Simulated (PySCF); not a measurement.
H10Si4

Input

```
{"job": {"kind": "nmr", "xc": "PBE0", "basis": "pcSseg-1"}, "charge": 0, "multiplicity": 1}
Si    -0.039471     2.107040    -0.781149
Si     0.076599     0.166375     0.530499
Si     1.902714    -1.133207    -0.159527
Si    -1.898275    -1.057561     0.220378
H      1.196748     2.933898    -0.627157
H     -0.176492     1.708670    -2.216490
H     -1.227027     2.930140    -0.395392
H      0.234530     0.534716     1.975103
H      3.184406    -0.388946     0.039172
H      1.749986    -1.450861    -1.612983
H      1.961053    -2.414652     0.609293
H     -1.904551    -2.286453     1.072465
H     -3.096118    -0.227026     0.555466
H     -1.984901    -1.466893    -1.215769
```

Command:

```sh
OMP_NUM_THREADS=1 python probes_run.py task.json out
```

Geometry: PBE0-D3(BJ)/def2-SVP.

Method: PySCF 2.14.0, PBE0/pcSseg-1, SCF density, gas phase, non-relativistic.

Predict the electron density and electron localisation function between the atoms.

Si–Si (2.34 Å): ρ at the midpoint is about 0.63 e/Å³; the ELF peaks at about 1 between the atoms: localised, covalent bonding.
Si–H (1.50 Å): the density is about 0.77 e/Å³ at the midpoint; the ELF climbs to about 1 towards the hydrogen, as it does in any bond to H.

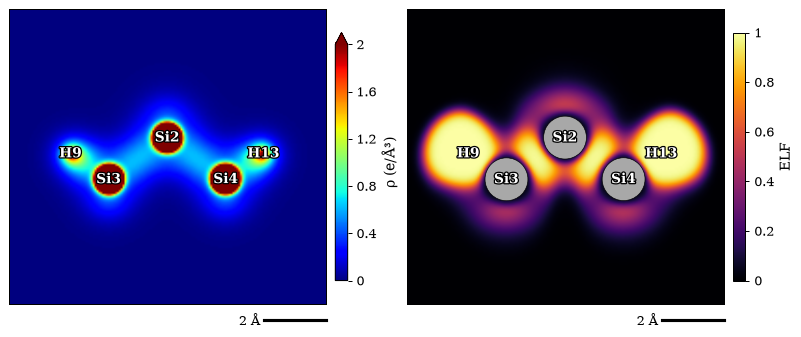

Computed electron density and electron localisation function on the plane of atoms Si2, Si3 and H9, in this order. Grey discs cover the atomic cores in the ELF map. 
